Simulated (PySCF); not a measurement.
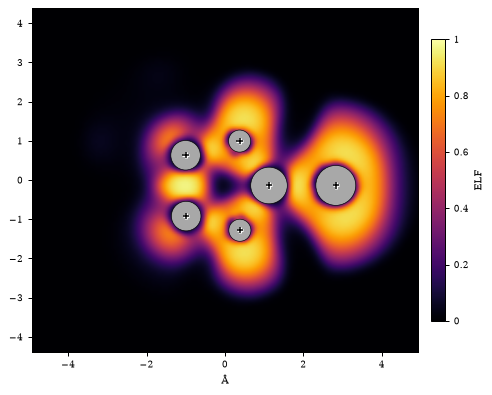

The ELF on a plane through atoms (crosses mark nuclei in the plane; grey discs cover the cores).

These are results of PySCF 2.14.0, PBE0/pcSseg-1, SCF density, gas phase, non-relativistic, not measurements.

Candidates:
A. C₅H₁₃F₂NSi
B. C₃H₆BClO₂ (SMILES C[C@H]1COB(Cl)O1)
C. C₅H₁₁NO₃Si

Question: Which candidate gave the map?

Answer: Candidate B: C₃H₆BClO₂ on the plane of atoms Cl6, B5 and O7, which holds C, O, B and Cl. B–O (1.36 Å): the ELF peaks at about 0.90 between the atoms, as expected for a short, strongly polar bond. C–O (1.42 Å): the ELF peaks at about 0.90 between the atoms, as expected for a shared but strongly polarised pair.
